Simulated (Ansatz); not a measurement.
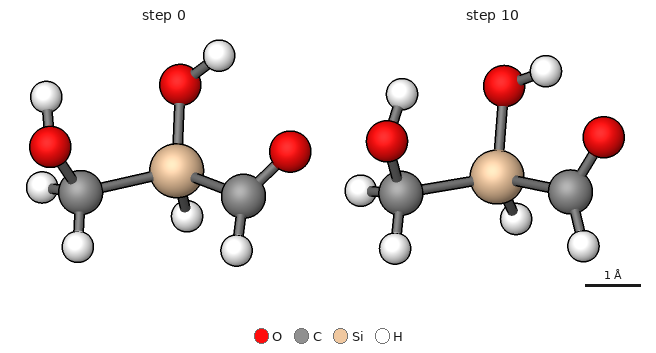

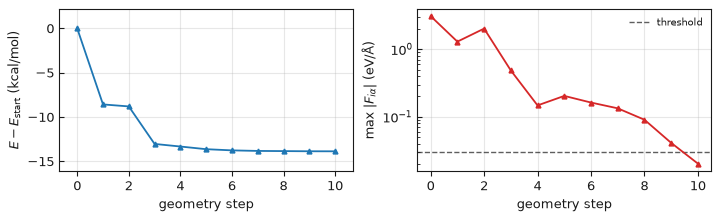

First and last geometry of a relaxation of C2H6O3Si (coarse preliminary run), with the history of the run. A ball-and-stick model, seen at a tilt.

The start comes from a force field.

Theory: RKS PBE-D4/def2-SVP in Ansatz 0.2.0.

Input file:
```yaml
crystal:
  periodic: [false, false, false]
  atoms:
    - {symbol: O, position_ang: [-2.181000, -1.168400, -1.105800]}
    - {symbol: C, position_ang: [-1.228700, -0.473600, -1.367700]}
    - {symbol: Si, position_ang: [0.225800, -0.666600, -0.230900]}
    - {symbol: O, position_ang: [-0.055500, -1.548300, 1.146900]}
    - {symbol: C, position_ang: [0.923300, 1.033300, 0.243900]}
    - {symbol: O, position_ang: [0.118800, 1.850800, 1.143200]}
    - {symbol: H, position_ang: [-1.099300, 0.227500, -2.209300]}
    - {symbol: H, position_ang: [1.386100, -1.377400, -0.927100]}
    - {symbol: H, position_ang: [-1.053000, -1.842000, 1.206100]}
    - {symbol: H, position_ang: [1.073700, 1.627300, -0.627600]}
    - {symbol: H, position_ang: [1.892200, 0.921800, 0.754800]}
    - {symbol: H, position_ang: [0.074700, 1.360600, 2.007300]}
basis:
  gaussian: {orbitals: def2-SVP}
hamiltonian: {xc: pbe, dispersion: d4}
relax: {f_tol: 0.03, max_steps: 200}
```

Run as
```bash
ansatz run in.yaml --threads 4 --pin off --events-out ev --progress --plain --max-ram 10444MiB
```

Question: Did the run converge, and what did it change?

Answer: It converged. H12 moves most after the best rigid fit: 0.52 Å. Largest moves by element: H 0.52 Å, O 0.38 Å, Si 0.22 Å, C 0.15 Å. Some distances before and after: C2–Si3 1.856 → 1.945 Å, O4–H9 1.042 → 0.987 Å, C5–H10 1.065 → 1.112 Å, C5–O6 1.457 → 1.422 Å. Bond angles that change, for instance: C2–Si3–O4 115.5° → 99.0°, C5–Si3–H8 104.6° → 114.3°, Si3–C5–O6 117.0° → 107.6°. After 10 geometry steps the energy has fallen by 13.9 kcal/mol. Largest force component: 3.1 eV/Å at the start, 0.02 eV/Å at the end. Cost: 17 s on 4 threads of Arm Neoverse V1, with other jobs on the host.

| step | E − E(0), kcal/mol | largest force component, eV/Å |
| --- | --- | --- |
| 0 | 0.00 | 3.0852 |
| 1 | -8.57 | 1.2945 |
| 2 | -8.80 | 2.0179 |
| 3 | -13.03 | 0.4853 |
| 4 | -13.32 | 0.1476 |
| 5 | -13.62 | 0.2041 |
| 6 | -13.76 | 0.1628 |
| 7 | -13.82 | 0.1337 |
| 8 | -13.84 | 0.0907 |
| 9 | -13.86 | 0.0412 |
| 10 | -13.86 | 0.0204 |
